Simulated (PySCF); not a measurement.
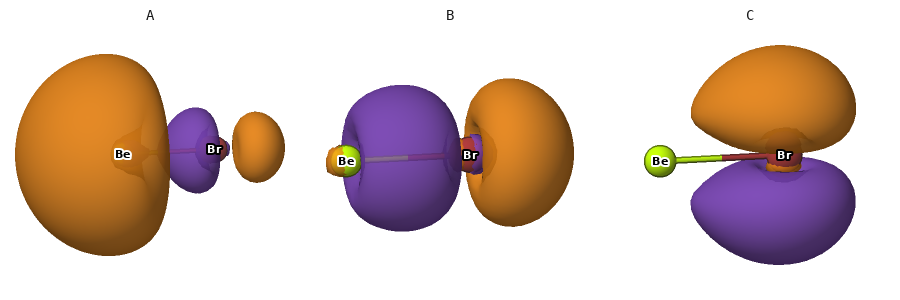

*BeBr (doublet). Three frontier β-spin orbitals, each drawn at the value that holds 80 % of its norm (orange and purple are the two phases), in no order; of a degenerate pair one member is drawn.*

Theory: PySCF 2.14.0, PBE0/cc-pVTZ(-PP), non-relativistic Hamiltonian with scalar-relativistic core potentials where named, at a bond length of 1.962 Å.

Question: Name the orbitals and rank them from lowest to highest energy.

Answer: Orbital B: σ, occupied in this spin, −10.65 eV; mainly on Br (80 %).
Orbital C: π, occupied in this spin, −8.89 eV; mainly on Br (90 %).
Orbital A: σ, empty in this spin, −2.22 eV; mainly on Be (85 %).
